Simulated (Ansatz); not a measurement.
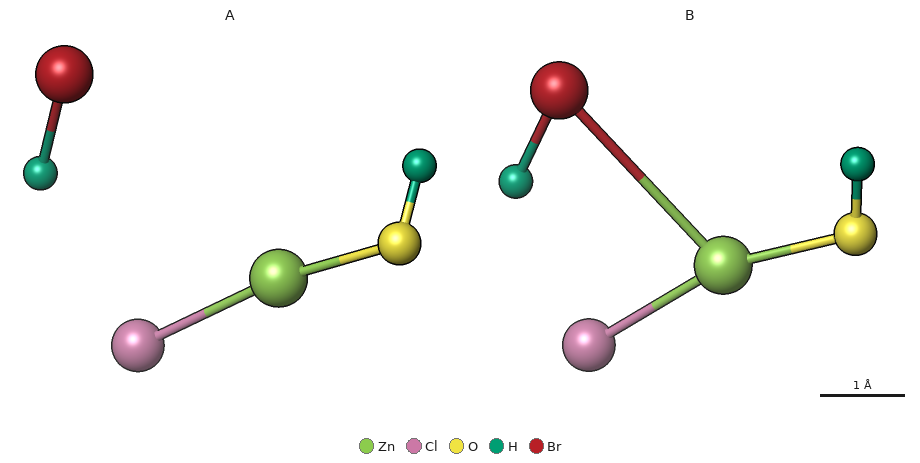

Two geometries of ZnH₂OBrCl, drawn at one scale. One is the start of a relaxation, the other its converged end. Style: ball-and-stick. Shown at a tilt.

Theory: RKS PBE0-D4/def2-SVP in Ansatz 0.2.0. Settings: no spin polarisation; force threshold 0.03 eV/Å; at most 50 steps.

Question: Which one is relaxed?

Answer: Structure B is the relaxed one. The run prepares an end point of a later path (reaction) calculation, from a guessed geometry. The largest move after the best rigid fit is that of the Br atom, 0.47 Å. By element the largest moves are Br 0.47 Å, H 0.37 Å, O 0.28 Å, Zn 0.24 Å, Cl 0.14 Å. Among the contacts that change: Br–Zn 3.616 → 2.947 Å, Cl–Zn 2.206 → 2.147 Å, Br–H 1.502 → 1.446 Å, O–Zn 1.766 → 1.773 Å. Bond angles that change, for instance: Cl–Zn–O 171.9° → 163.3°. Over 7 accepted moves (8 points after the start) the energy falls by 18.3 kJ/mol. The largest force component goes from 1.2 to 0.0037 eV/Å. The line search rejected the trial step at point 3 of the run. The run took 29 s on 2 threads of Arm Neoverse V2, on a shared host, peak memory 0.26 GiB.

Limits of the set-up: the start holds two separate molecules, 2.6 Å apart at their closest, whose relative position is a soft coordinate.
